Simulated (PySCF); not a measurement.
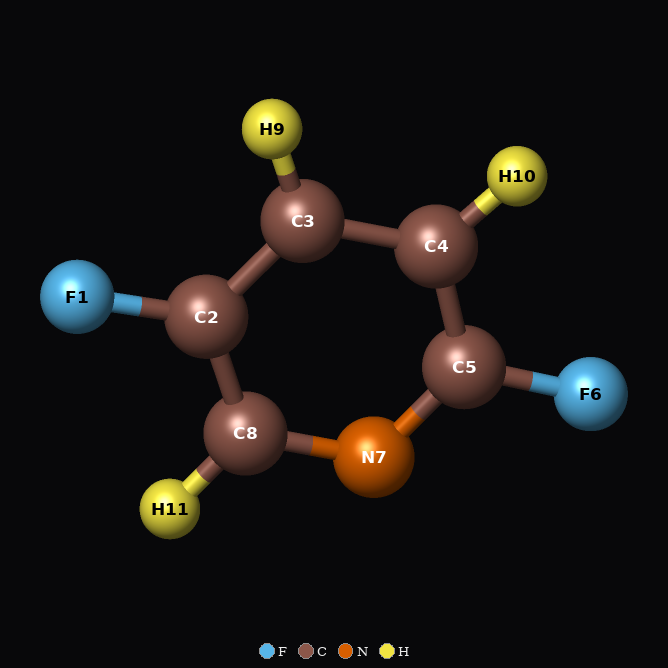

The computed structure is the end point of a PBE0-D3(BJ)/def2-SVP optimisation. No frequency run is at hand to confirm it as a minimum. Level of theory: PBE0/pcJ-1 indirect spin-spin coupling, non-relativistic, gas phase (PySCF 2.14.0). Isotopes: 13C, 19F, 1H, 15N.

Give the spin–spin coupling constants of these pairs, with the number of bonds between them: F1/C8, C2/N7, N7/H11, F1/N7, C3/N7, F6/H10.

```csv
pair,bonds apart,J (Hz)
"F1, C8",2,24.4
"C2, N7",2,4.3
"N7, H11",2,−11.5
"F1, N7",3,6.4
"C3, N7",3,−1.9
"F6, H10",3,−6.3
```

Density functionals are unreliable for couplings to fluorine, so those rows may be far off.
